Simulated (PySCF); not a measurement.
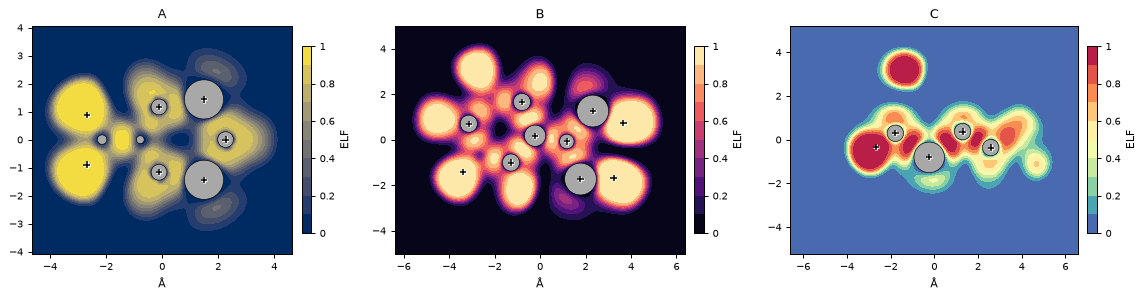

The electron localisation function of 3 systems, each on a plane through atoms (crosses mark nuclei in the plane; grey discs cover the cores).

The calculation used PBE0/pcSseg-1, SCF density, gas phase, non-relativistic (PySCF).

System 1: C$_{2}$H$_{8}$O$_{3}$Si$_{2}$ (SMILES CC1O[SiH2]O[SiH2]O1), the plane of atoms Si4, O5 and Si6. Geometry: GFN2-xTB.

```xyz
15

C     2.1650   -0.5578   -0.1893
C     0.7402   -0.1384   -0.5364
O    -0.1217   -1.1624   -0.1595
Si   -1.7121   -1.0536    0.1665
O    -2.0725    0.5005    0.4937
Si   -0.9762    1.7044    0.4638
O     0.4766    1.0769    0.0855
H     2.3981   -1.4929   -0.6893
H     2.2397   -0.6937    0.8860
H     2.8583    0.2165   -0.5034
H     0.6469    0.0062   -1.6288
H    -2.5064   -1.3814   -1.0102
H    -1.8900   -1.8368    1.3739
H    -1.4370    2.6043   -0.5854
H    -0.8133    2.2163    1.8110
```

System 2: C$_{5}$H$_{16}$BNSi$_{2}$ (SMILES [SiH3]N([SiH3])B1CCCCC1), the plane of atoms N2, B4 and C9. Geometry: GFN2-xTB.

```csv
atom,x (Å),y (Å),z (Å)
Si,-2.4001,-0.8038,1.7391
N,-1.6834,0.1011,0.4115
Si,-2.7194,1.0144,-0.6783
B,-0.2767,0.0880,0.2139
C,0.6970,-0.6682,1.2185
C,2.0300,-1.0975,0.5950
C,2.6534,0.0303,-0.2205
C,1.7633,0.3917,-1.4044
C,0.4084,0.9392,-0.9419
H,-3.8293,-0.5012,1.7749
H,-1.7833,-0.3764,2.9970
H,-2.2091,-2.2377,1.5001
H,-2.6868,0.3836,-2.0016
H,-4.0811,0.9778,-0.1494
H,-2.2584,2.4036,-0.7277
H,0.2329,-1.5406,1.6850
H,0.9135,0.0267,2.0383
H,2.7249,-1.4156,1.3779
H,1.8619,-1.9550,-0.0620
H,2.7908,0.9088,0.4143
H,3.6370,-0.2793,-0.5831
H,2.2692,1.1276,-2.0360
H,1.6014,-0.5042,-2.0094
H,0.5666,1.9490,-0.5459
H,-0.2337,1.0618,-1.8175
```

System 3: C$_{6}$H$_{11}$ClOSi, the plane of atoms Si4, C6 and C8. Geometry: GFN2-xTB.

```xyz
20

C     2.6410    1.2654    0.6540
C     2.1609    0.9687   -0.5400
C     1.7441   -0.3966   -0.9657
Si   -0.1530   -0.5765   -1.0887
O    -0.6043   -2.0372   -1.6332
C    -0.8582   -0.2959    0.6845
Cl   -0.2678   -1.6811    1.6816
C    -2.3361   -0.2719    0.7143
C    -3.0530    0.8080    0.9728
H     2.7794    0.5099    1.4103
H     2.9175    2.2695    0.9267
H     2.0285    1.7466   -1.2805
H     2.1374   -1.1319   -0.2609
H     2.1706   -0.6182   -1.9449
H    -0.7967    0.3314   -2.0294
H    -0.5346   -2.8151   -1.0822
H    -0.4446    0.5980    1.1493
H    -2.8189   -1.2088    0.4719
H    -4.1284    0.7966    0.9408
H    -2.5890    1.7498    1.2161
```

### Which map belongs to which system?

Panel A is system 1, C$_{2}$H$_{8}$O$_{3}$Si$_{2}$: the plane holds O, Si and H. Si–O (1.63 Å): the ELF peaks at about 0.85 between the atoms: a short, strongly polar bond. Panel B is system 2, C$_{5}$H$_{16}$BNSi$_{2}$: the plane holds Si, N, B, C and H. B–N (1.42 Å): the ELF peaks at about 0.90 between the atoms (a short, strongly polar bond). Panel C is system 3, C$_{6}$H$_{11}$ClOSi: the plane holds C, Si and H.
